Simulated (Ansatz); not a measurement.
The structure below was relaxed with Kohn–Sham DFT with the r2SCAN functional, run in Ansatz (an electronic-structure program) with PAW and 500 eV plane waves, no spin-orbit coupling.

```yaml
crystal:
  lattice:
    - [1.57897, 0.91162, 10.31564]
    - [-1.57897, 0.91162, 10.31564]
    - [0.00000, -1.82323, 10.31564]
  atoms:
    - { symbol: N, position: [0.93716, 0.93716, 0.93716] }
    - { symbol: N, position: [0.18575, 0.18575, 0.18575] }
    - { symbol: N, position: [0.43914, 0.43914, 0.43914] }
    - { symbol: N, position: [0.68796, 0.68796, 0.68796] }
    - { symbol: Ga, position: [0.00006, 0.00006, 0.00006] }
    - { symbol: Ga, position: [0.24908, 0.24908, 0.24908] }
    - { symbol: Al, position: [0.50003, 0.50003, 0.50003] }
    - { symbol: Ga, position: [0.75082, 0.75082, 0.75082] }
```

Q: Find the space group and the Wyckoff positions.

A: Space group R3m, hexagonal axes (No. 160); a = b = 3.1579 Å, c = 30.9469 Å, α = β = 90.00°, γ = 120.00°

```json
[
 {"atom": "N", "site": "3a", "symmetry": "3m", "x": "0.0000", "y": "0.0000", "z": "0.0628"},
 {"atom": "N", "site": "3a", "symmetry": "3m", "x": "0.0000", "y": "0.0000", "z": "0.8143"},
 {"atom": "N", "site": "3a", "symmetry": "3m", "x": "0.0000", "y": "0.0000", "z": "0.5609"},
 {"atom": "N", "site": "3a", "symmetry": "3m", "x": "0.0000", "y": "0.0000", "z": "0.3120"},
 {"atom": "Ga", "site": "3a", "symmetry": "3m", "x": "0.0000", "y": "0.0000", "z": "0.9999"},
 {"atom": "Ga", "site": "3a", "symmetry": "3m", "x": "0.0000", "y": "0.0000", "z": "0.7509"},
 {"atom": "Al", "site": "3a", "symmetry": "3m", "x": "0.0000", "y": "0.0000", "z": "0.5000"},
 {"atom": "Ga", "site": "3a", "symmetry": "3m", "x": "0.0000", "y": "0.0000", "z": "0.2492"}
]
```

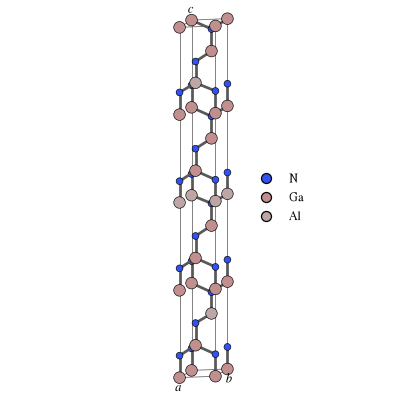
Figure. The conventional cell

These are small ordered cells, not random alloys; other orderings at the same x differ. No phonon test of stability was made. The cell was made from AlN by this change: x(Ga) = 0.75, 8 atoms, R3m.
